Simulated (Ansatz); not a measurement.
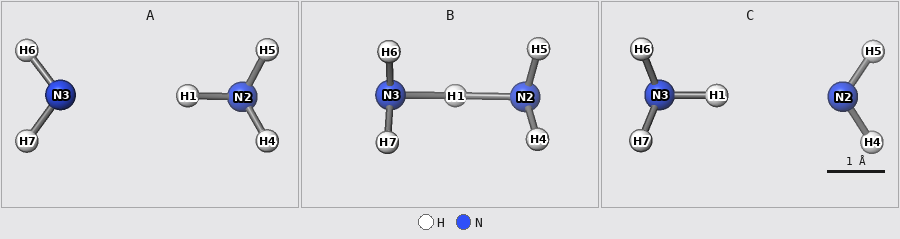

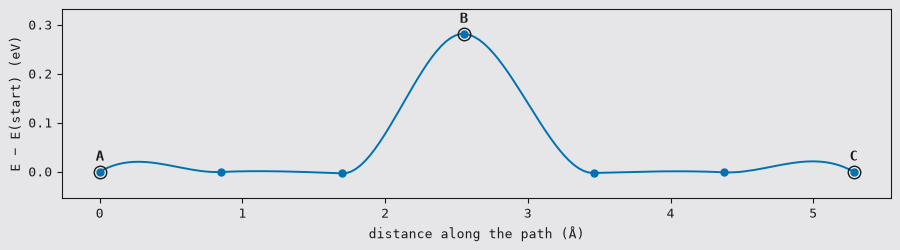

A search for the minimum-energy path of N$_{2}$H$_{5}$ (multiplicity 2), made up of NH3 and NH₂ by the nudged elastic band. Images are numbered from 0 (start) to 6 (end). Frames A to C are images 0, 3, 6. Style: ball-and-stick. Shown face on.

Theory: UKS PBE0-D4/def2-SVP in Ansatz.

The input:
```yaml
crystal:
  periodic: [false, false, false]
  atoms:
    - {symbol: H, position_ang: [0.049343, 0.069143, -0.592441]}
    - {symbol: N, position_ang: [-0.126882, 0.308819, -1.564576]}
    - {symbol: N, position_ang: [-0.002365, -0.259487, 1.653346]}
    - {symbol: H, position_ang: [-0.068567, -0.549581, -2.098790]}
    - {symbol: H, position_ang: [0.640332, 0.894444, -1.871284]}
    - {symbol: H, position_ang: [0.108007, 0.484669, 2.350544]}
    - {symbol: H, position_ang: [-0.599969, -0.948007, 2.123301]}
basis:
  gaussian: {orbitals: def2-SVP}
magnetization: {spin_polarized: true, initial_magnetization: 1}
hamiltonian: {xc: pbe0, dispersion: d4}
neb:
  images: 5
  climbing: true
  max_iterations: 40
  initial_path: idpp
  final_atoms:
    - {symbol: H, position_ang: [-0.101026, -0.043684, 0.588612]}
    - {symbol: N, position_ang: [0.416982, 0.052185, -1.620653]}
    - {symbol: N, position_ang: [-0.520311, 0.015067, 1.512813]}
    - {symbol: H, position_ang: [-0.034969, -0.519031, -2.342854]}
    - {symbol: H, position_ang: [0.684014, 0.908547, -2.118073]}
    - {symbol: H, position_ang: [0.131312, 0.515712, 2.104696]}
    - {symbol: H, position_ang: [-0.576104, -0.928797, 1.875559]}
```

Command:
```bash
ansatz run in.yaml --threads 2 --pin off --events-out ev --progress --plain --max-ram 4352MiB
```

**Describe the mechanism and the energy profile.**

The two ends have the same energy, and the highest point, image 3, lies 0.282 eV above the start. A hydrogen atom shifts from one atom to another. Breaking: H1–N2 (1.02 → 1.25 at the top → 2.27 Å). Forming: H1–N3 (2.27 → 1.24 at the top → 1.02 Å). The band converged in 12 iterations. The largest component of the band force went from 4.7 to 0.048 eV/Å. The climbing image converged on the top of the path. Its curvatures weren't checked. The largest force component is 0.43 eV/Å at the start and 0.46 eV/Å at the end; an end with forces this large is no minimum, and the barrier measured from it can be far off.

Limits of the set-up: the start holds two separate molecules, 2.3 Å apart at their closest, whose relative position is a soft coordinate.

Cost: 67 s on 2 threads of Arm Neoverse V2, on a shared host.
